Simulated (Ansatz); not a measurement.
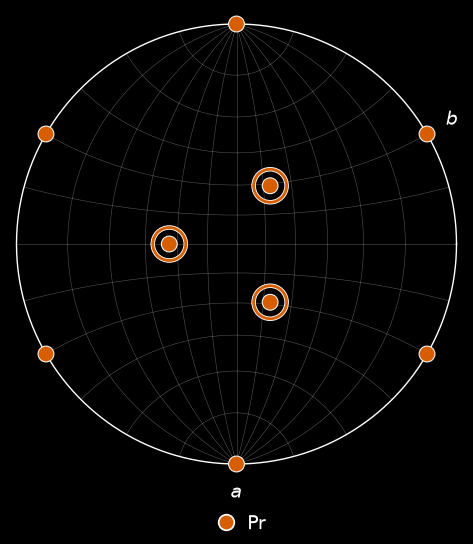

For Pr, the geometry relaxed with Ansatz, DFT LDA, scalar-relativistic, plane waves, PAW: directions from one praseodymium atom at (1/3, 2/3, 1/4) to its bonded neighbours, in stereographic projection down c (filled: above the plane of the page or in it, open: below). The drawing is computed from the coordinates (standard cell, symmetry found to 0.002 Å).

Neighbours are counted up to 3.41 Å for Pr.

```cif
data_structure
_symmetry_space_group_name_H-M 'P 1'
_symmetry_Int_Tables_number 1
_cell_length_a 3.0442
_cell_length_b 3.0442
_cell_length_c 10.4248
_cell_angle_alpha 90.000
_cell_angle_beta 90.000
_cell_angle_gamma 120.000
_cell_volume 83.67
loop_
_atom_site_label
_atom_site_type_symbol
_atom_site_fract_x
_atom_site_fract_y
_atom_site_fract_z
_atom_site_occupancy
Pr1 Pr 0.00000 0.00000 0.00000 1
Pr2 Pr 0.00000 0.00000 0.50000 1
Pr3 Pr 0.33333 0.66667 0.25000 1
Pr4 Pr 0.66667 0.33333 0.75000 1
```

**How many neighbours are there, and at what angles?**

12: 6 Pr at 3.04 Å, 6 Pr at 3.14 Å. Angles between bonds: 58° (6×), 60° (6×), 61° (12×), 90° (12×), 112° (3×), 119° (12×), 120° (6×), 148° (6×), 180° (3×).

**What is the site's symmetry in the crystal?**

Point group -6m2 (D3h), order 12: one −6 axis, three twofold axes, four mirror planes. In P6_3/mmc (No. 194) this is Wyckoff position 2c.
